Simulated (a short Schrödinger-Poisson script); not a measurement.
Structure: MOS inversion layer, SiO2 on p-type Si(110), at 300 K.

```tsv
layer	material	thickness (nm)	Na (cm⁻³)
1	SiO2	1.9	-
2	Si	360	3.5e17
```

The device is made up for the run: typed textbook-type constants, with dimensions and the other settings drawn at random. SiO2: permittivity 3.9, conduction-band edge (eV) 3.15, gap (eV) 9, electron mass (mₑ) 0.5. Si: permittivity 11.7, conduction-band edge (eV) 0, gap (eV) 1.124, Nv at 300 K (cm⁻³) 3.1e19.

Channel valleys (confinement mass, in-plane density-of-states mass, number): Δ4 0.315, 0.324, 4; Δ2 0.19, 0.417, 2. At the gate the conduction-band edge of layer 1 lies 3.71 eV − eVg above the Fermi level of the channel; the field vanishes at the back. Gaps are held at their typed values at every temperature. Mesh 0.03 nm at interfaces.

Solved with a short Schrödinger-Poisson script written for these runs: 1D Poisson equation in equilibrium, electrons quantum, Hartree (BenDaniel-Duke, 12 states a valley, the channel's in-plane mass for all, wave functions ending at the dielectric), parabolic valleys, classical holes, full ionisation, no traps, pinning or gate leakage.

Only gate voltages with over 1e8 electrons/cm² are shown.

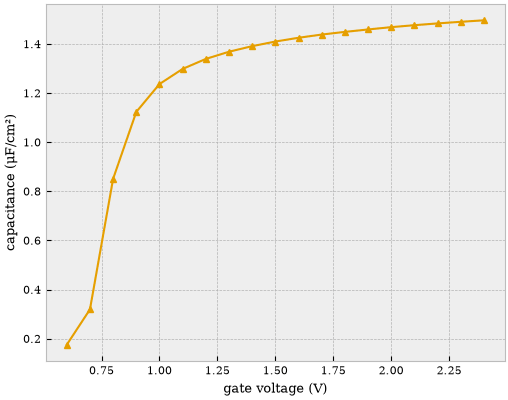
Fig. 1. Quasi-static capacitance against gate voltage

```tsv
Vg (V)	electrons (cm⁻²)	C (μF/cm²)	Δ4 E0 (meV)	Δ4 E1 (meV)	Δ2 E0 (meV)	Δ2 E1 (meV)
0.6	1.55e9	0.175	243.4	323.3	263.2	356.8
0.8	3.41e11	0.851	103.0	189.6	124.8	225.5
1	1.68e12	1.24	60.1	154.6	85.2	192.1
1.2	3.29e12	1.34	40.8	142.9	69.4	181.4
1.4	4.99e12	1.39	28.1	137.1	59.9	176.5
1.6	6.75e12	1.43	18.5	133.9	53.4	173.9
1.8	8.54e12	1.45	10.5	131.9	48.4	172.4
2	1.04e13	1.47	3.6	130.7	44.3	171.6
2.2	1.22e13	1.48	-2.6	130.0	41.0	171.2
2.4	1.41e13	1.50	-8.2	129.5	38.0	171.1
```

Subbands count from the Fermi level.
